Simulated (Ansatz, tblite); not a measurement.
# MoNF3: one state, many levels, part 2 of 2

Aim: run the singlet of MoNF3 at one geometry on many levels, and compare frontier levels, spin and run time.

Ansatz 0.2.0, Gaussian basis; as each input shows.

### Step 17. r2SCAN-D4/def2-TZVPD

in.yaml

```yaml
crystal:
  periodic: [false, false, false]
  atoms:
    - {symbol: Mo, position_ang: [-0.000219, 0.000419, -0.043845]}
    - {symbol: N, position_ang: [0.008154, -0.015379, 1.596866]}
    - {symbol: F, position_ang: [1.788708, 0.009382, -0.526794]}
    - {symbol: F, position_ang: [-0.902039, 1.554087, -0.498164]}
    - {symbol: F, position_ang: [-0.894604, -1.548508, -0.528062]}
basis:
  gaussian: {orbitals: def2-TZVPD, initial_orbitals: start.molden}
hamiltonian: {xc: r2scan, dispersion: d4}
scf: {omitted_lower_state_checks: [starts]}
output: {orbitals: {seedname: orbitals}}
```

The run is started by

```bash
$ ansatz run in.yaml --threads 4 --pin off --events-out ev --progress --plain --max-ram 3916MiB
```

Standard output:

```text
Functional definition: r2SCAN
  name "r2SCAN"
  cite "Furness, Kaplan, Ning, Perdew & Sun, J. Phys. Chem. Lett. 11, 8208 (2020) doi:10.1021/acs.jpclett.0c02405"
  cite "Furness, Kaplan, Ning, Perdew & Sun, J. Phys. Chem. Lett. 11, 9248 (2020) doi:10.1021/acs.jpclett.0c03077"
  parent r2scan
  parameter k0 = 0.174
  parameter k1 = 0.065
  parameter a1 = 4.9479
  exchange = r2scan_x(k0 = k0, k1 = k1, a1 = a1)
  correlation = r2scan_c
these checks for a lower state are left out or cut short: starts
1078 factors; their error is unknown
mean field evaluation 1: about -11502.3432 eV, gradient 9.4e0 eV
mean field evaluation 2: about -11502.5573 eV, gradient 2.2e-1 eV
mean field evaluation 4: about -11502.5533 eV, gradient 3.0e-4 eV
mean field -11502.55331174 eV, -422.7110374957 hartree, gradient 9.8e-6 eV, S^2 0.000000; 0 other end points of the search recorded, 0 dependent functions left out
reference -11502.55333710 eV, -422.7110384277 hartree; 24, 24 occupied and 173, 173 virtual orbitals, 1078 factors
Total energy: -11502.57845870 eV, -422.7119616293 hartree
Checks for a lower state left out: starts
```

Run time: 3.9 s. Hardware: 4 threads of Arm Neoverse V1, shared host.

Report: HOMO -8.69 eV, LUMO -4.17 eV.

### Step 18. CCSD(T)/def2-TZVPP

in.yaml, as its differences from that of step 17:

```diff
@@ -9,4 +9,4 @@
 basis:
-  gaussian: {orbitals: def2-TZVPD, initial_orbitals: start.molden}
-hamiltonian: {xc: r2scan, dispersion: d4}
+  gaussian: {orbitals: def2-TZVPP, initial_orbitals: start.molden}
+correlation: {method: ccsd_t}
 scf: {omitted_lower_state_checks: [starts]}
```

The command is unchanged.

Standard output (excerpt; [...] marks lines left out):

```text
Functional definition: HF
  name "HF"
  cite "Fock, Z. Phys. 61, 126 (1930) doi:10.1007/BF01340294"
  parent pbe
[...]
1220 factors; integrals over basis functions are off by at most 1.0e-3 eV
[...]
mean field -11443.43091679 eV, -420.5383295558 hartree, gradient 1.4e-6 eV, S^2 0.000000; 0 other end points of the search recorded, 0 dependent functions left out; unrestricted orbitals would lower it
[...]
4 core orbitals not correlated: weight in the atoms' cores, before any rotation towards them, 1.000 or more for the frozen orbitals, at most 0.000 for the correlated occupied ones
reference -11443.43091679 eV, -420.5383295558 hartree; 20, 20 occupied and 156, 156 virtual orbitals, 1220 factors
second order -42.64476912 eV of doubles, -0.00000000 eV of singles
cycle   1  -37.55622130 eV  change     5.1e0 eV  update   3.2e-1
[...]
cycle  14  -40.17254485 eV  change    3.6e-5 eV  update   5.7e-6
perturbative correction -2.06174143 eV, -0.0757675999 hartree
Total energy: -11485.66520307 eV, -422.0904109492 hartree
Checks for a lower state left out: starts
```

Wall time 1.8 min (4 threads of Arm Neoverse V1, shared host); peak memory 2.3 GiB.

From the report: Hartree-Fock HOMO -13.52 eV, LUMO 0.50 eV; T1 0.022. Doubts: restricted state is unstable towards broken spin symmetry.

### Step 19. MP2/def2-TZVP

in.yaml, as its differences from that of step 18:

```diff
@@ -9,4 +9,4 @@
 basis:
-  gaussian: {orbitals: def2-TZVPP, initial_orbitals: start.molden}
-correlation: {method: ccsd_t}
+  gaussian: {orbitals: def2-TZVP, initial_orbitals: start.molden}
+correlation: {method: mp2}
 scf: {omitted_lower_state_checks: [starts]}
```

Launched as before.

Standard output (excerpt; [...] marks lines left out):

```text
Functional definition: HF
  name "HF"
  cite "Fock, Z. Phys. 61, 126 (1930) doi:10.1007/BF01340294"
  parent pbe
[...]
1172 factors; integrals over basis functions are off by at most 1.0e-3 eV
[...]
mean field -11443.07869397 eV, -420.5253856061 hartree, gradient 1.2e-6 eV, S^2 0.000000; 0 other end points of the search recorded, 0 dependent functions left out; unrestricted orbitals would lower it
[...]
4 core orbitals not correlated: weight in the atoms' cores, before any rotation towards them, 1.000 or more for the frozen orbitals, at most 0.000 for the correlated occupied ones
reference -11443.07869397 eV, -420.5253856061 hartree; 20, 20 occupied and 140, 140 virtual orbitals, 1172 factors
second order -40.63438494 eV of doubles, -0.00000000 eV of singles
Total energy: -11483.71307891 eV, -422.0186717096 hartree
Checks for a lower state left out: starts
```

Run time: 2.3 s. Hardware: 4 threads of Arm Neoverse V1, shared host.

Hartree-Fock HOMO -13.60 eV, LUMO 0.39 eV. Doubts: restricted state is unstable towards broken spin symmetry.

### Step 20. RPA/def2-TZVP

in.yaml, as its differences from that of step 19:

```diff
@@ -10,4 +10,4 @@
   gaussian: {orbitals: def2-TZVP, initial_orbitals: start.molden}
-correlation: {method: mp2}
+hamiltonian: {xc: pbe}
+correlation: {method: rpa}
 scf: {omitted_lower_state_checks: [starts]}
-output: {orbitals: {seedname: orbitals}}
```

The command is unchanged.

Standard output (excerpt; [...] marks lines left out):

```text
Functional definition: PBE
  name "PBE"
  cite "Perdew, Burke & Ernzerhof, Phys. Rev. Lett. 77, 3865 (1996) doi:10.1103/PhysRevLett.77.3865"
  parent pbe
[...]
1172 factors; integrals over basis functions are off by at most 1.0e-3 eV
[...]
mean field -11497.30516304 eV, -422.5181715884 hartree, gradient 1.7e-6 eV, S^2 0.000000; 0 other end points of the search recorded, 0 dependent functions left out
4 core orbitals not correlated: weight in the atoms' cores, before any rotation towards them, 1.000 or more for the frozen orbitals, at most 0.000 for the correlated occupied ones
reference -11440.43034785 eV, -420.4280606814 hartree; 20, 20 occupied and 140, 140 virtual orbitals, 1172 factors
Total energy: -11496.67156999 eV, -422.4948874733 hartree
Checks for a lower state left out: starts
```

Run time: 3 s. Hardware: 4 threads of Arm Neoverse V1, shared host.

### Step 21. Levels side by side

| level | functions | HOMO (eV) | LUMO (eV) | gap (eV) | time |
| --- | --- | --- | --- | --- | --- |
| PBE-D4/def2-SVP | 87 | -8.18 | -4.09 | 4.10 | 0.8 s |
| PBE-D4/def2-TZVP | 164 | -8.31 | -4.20 | 4.11 | 2 s |
| PBE-D4/def2-TZVPD | 197 | -8.31 | -4.21 | 4.11 | 2 s |
| revPBE-D4/def2-TZVP | 164 | -8.22 | -4.07 | 4.15 | 1.8 s |
| r2SCAN-D4/def2-TZVP | 164 | -8.72 | -4.20 | 4.52 | 3.6 s |
| r2SCAN-D4/def2-TZVPD | 197 | -8.69 | -4.17 | 4.52 | 3.9 s |
| B97M-V/def2-TZVP | 164 | -8.77 | -4.17 | 4.60 | 4.8 s |
| r2SCANh-D4/def2-TZVP | 164 | -9.37 | -3.89 | 5.48 | 3.7 s |
| PBE0-D4/def2-SVP | 87 | -9.99 | -3.39 | 6.61 | 1.2 s |
| PBE0-D4/def2-TZVP | 164 | -10.01 | -3.40 | 6.61 | 2.4 s |
| PBE0-D4/def2-TZVPD | 197 | -9.99 | -3.38 | 6.61 | 3.1 s |
| HSE06-D4/def2-TZVP | 164 | -9.60 | -3.78 | 5.82 | 2.4 s |
| LC-ωPBE/def2-TZVP | 164 | -12.81 | -0.98 | 11.83 | 2 s |
| ωB97M-V/def2-TZVP | 164 | -12.37 | -1.11 | 11.26 | 7 s |

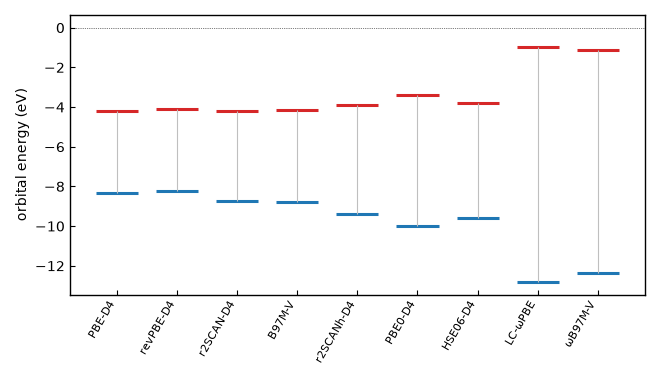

Highest filled (blue) and lowest empty (red) level in def2-TZVP.

Energy pieces by basis (eV):

| basis | HF | MP2 correlation | CCSD correlation | (T) | total |
| --- | --- | --- | --- | --- | --- |
| def2-TZVPP | -11443.4309 | -42.6448 | -40.1725 | -2.0617 | -11485.6652 |
| def2-TZVP | -11443.0787 | -40.6344 |  |  | -11483.7131 (MP2) |

### Step 22. Binding energy

Free atoms were run apart at each level; binding is atoms less cluster, divided by the number of atoms, without zero-point or spin-orbit terms.

| level | binding an atom (eV) |
| --- | --- |
| HF/def2-TZVP | 1.745 |
| HF/def2-TZVPP | 1.815 |
| PBE-D4/def2-SVP | 4.798 |
| PBE-D4/def2-TZVP | 4.673 |
| PBE-D4/def2-TZVPD | 4.678 |
| revPBE-D4/def2-TZVP | 4.479 |
| r2SCAN-D4/def2-TZVP | 4.296 |
| r2SCAN-D4/def2-TZVPD | 4.312 |
| B97M-V/def2-TZVP | 4.246 |
| r2SCANh-D4/def2-TZVP | 4.115 |
| PBE0-D4/def2-SVP | 4.215 |
| PBE0-D4/def2-TZVP | 4.140 |
| PBE0-D4/def2-TZVPD | 4.156 |
| HSE06-D4/def2-TZVP | 4.145 |
| LC-ωPBE/def2-TZVP | 4.173 |
| ωB97M-V/def2-TZVP | 4.197 |
| PBE-QIDH/def2-TZVP | 4.122 |
| RPA/def2-TZVP | 3.964 |
| MP2/def2-TZVP | 4.661 |
| CCSD/def2-TZVPP | 3.879 |
| CCSD(T)/def2-TZVPP | 4.168 |

### Step 23. Outcome

What follows sums up all 2 parts.

```
                                                 quantity                                  value
gap in def2-TZVP, named functionals, smallest and largest   4.11 eV (PBE-D4), 11.83 eV (LC-ωPBE)
                   correlation energy, CCSD(T)/def2-TZVPP                              -42.23 eV
                        correlation energy, MP2/def2-TZVP                              -40.63 eV
                binding an atom, functionals in def2-TZVP  4.11 (r2SCANh-D4) to 4.67 eV (PBE-D4)
          PBE0 total energy, smallest basis above largest        12.52 eV (def2-SVP, def2-TZVPD)
```

**Reading.** Over the named functionals in def2-TZVP the gap runs from 4.11 eV (PBE-D4) to 11.83 eV (LC-ωPBE); exact exchange widens it. Notes on CCSD(T)/def2-TZVPP and its Hartree-Fock reference, which MP2 shares: restricted state is unstable towards broken spin symmetry.

The slowest run with a step of its own, CCSD(T)/def2-TZVPP, took 1.8 min; the quickest functional in def2-TZVP took 1.8 s (shared host).
